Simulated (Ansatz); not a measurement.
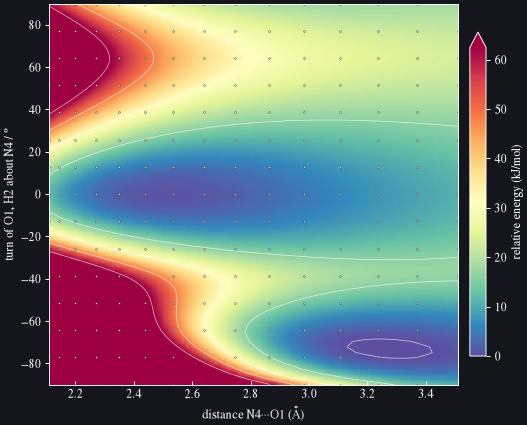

The pair HO···N₂, charge −1. The turn is about an axis along (−0.94, −0.34, 0.02) in the frame of the relaxed pair, normal to the line between the partners. The first coordinate is: distance N4···O1; the second: turn of O1, H2 about N4. The scan uses a 15 × 15 grid. Points are written as (first, second). All energies are given in kJ/mol relative to the lowest grid point. Level of theory: RKS PBE-D4/def2-TZVPD in Ansatz.

In the figure: a smooth colour map with a few white contour lines, dots at the grid points, one colour for all values above the top of the scale. Between grid points the surface is interpolated.

The lowest grid point is at (3.371 Å, −77.1°). The energy also falls towards the edge at (3.237 Å, 90.0°) (18 kJ/mol above the lowest), where a further well may lie outside the range. There is a further well near (2.536 Å, 0.0°) (0.49 kJ/mol above the lowest at that grid point). The highest grid point, (2.109 Å, −90.0°), lies 570 kJ/mol above the lowest. At the highest point the unbonded atoms O1···N3 come to 1.20 Å, against 2.59 Å at the lowest; the sum of their van der Waals radii is about 3.2 Å.

The level of theory is changed to RKS PBE0-D4/def2-TZVPD in Ansatz 0.2.0; with it change the reference geometry, relaxed at the new level; the new grid has 15 × 15 points.

Question: How does the landscape change?

Answer: The minimum (interpolated where it lies between grid points) moves from about (3.259 Å, −73°) to about (3.189 Å, 63°). The curvature at the minimum changes from about 0.86 to 0.57 eV/Å² along distance N4···O1 and from about 3 to 1.6 eV/rad² along turn of O1, H2 about N4.

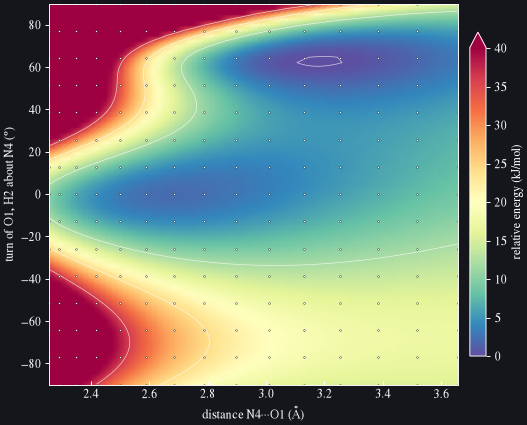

The map after the change, on a colour scale of its own. In the figure: a smooth colour map with a few white contour lines, dots at the grid points, one colour for all values above the top of the scale. Between grid points the surface is interpolated.
